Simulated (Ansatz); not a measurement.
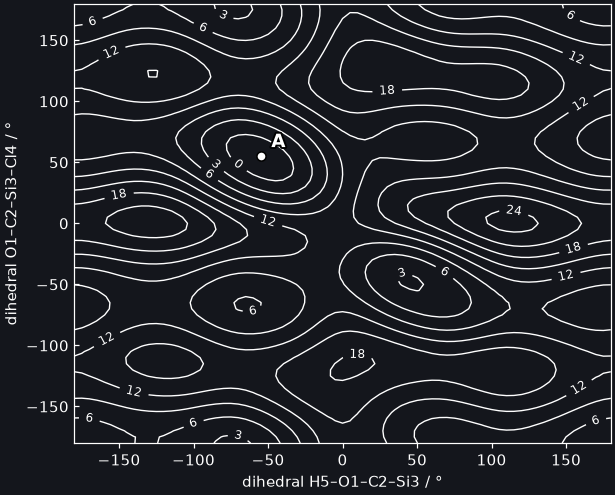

CH₅ClOSi, SMILES OC[SiH2]Cl. Coordinates scanned: (1) dihedral H5–O1–C2–Si3; (2) dihedral O1–C2–Si3–Cl4. Nothing is relaxed (all other coordinates rigid). The scan uses a 10 × 10 grid. Points are written as (first, second). Energies are in kJ/mol, from the lowest grid point. All numbers below come from RKS PBE0-D4/def2-TZVP (Ansatz 0.2.0).

The picture shows contour lines labelled in kJ/mol, the point A. Between grid points the surface is interpolated.

### What is the easiest way out of the well at A, and how high is the barrier?

The easiest path leads from the well at about (−55°, 55°) to the well at (−72°, −180°), about 4.2 kJ/mol higher. Its highest point lies about 12 kJ/mol above the bottom of the first well on the interpolated surface, at about (−65°, 120°). Seen from the upper well the barrier is about 8.2 kJ/mol. This is the barrier on the constrained surface; relaxing the other coordinates would change it.

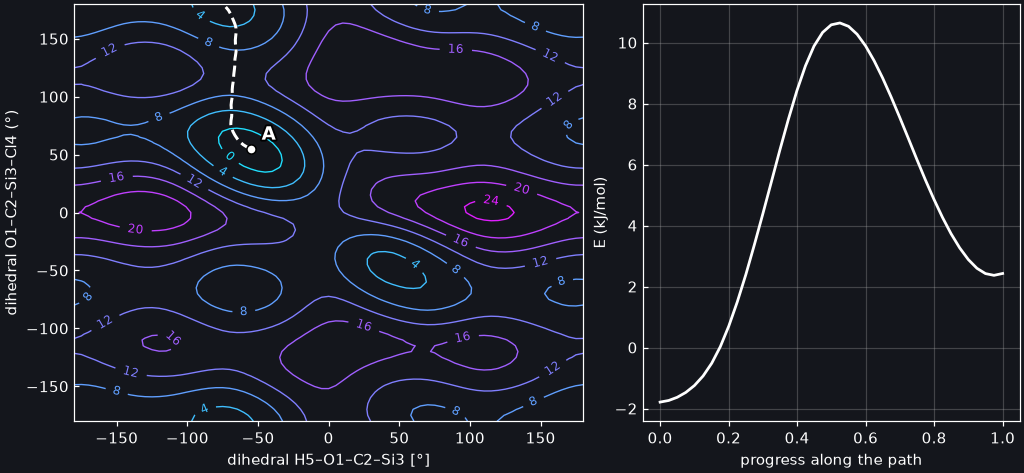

In the figure: contour lines labelled in kJ/mol, a line along the lowest path, the energy along the path at the right. Between grid points the surface is interpolated.
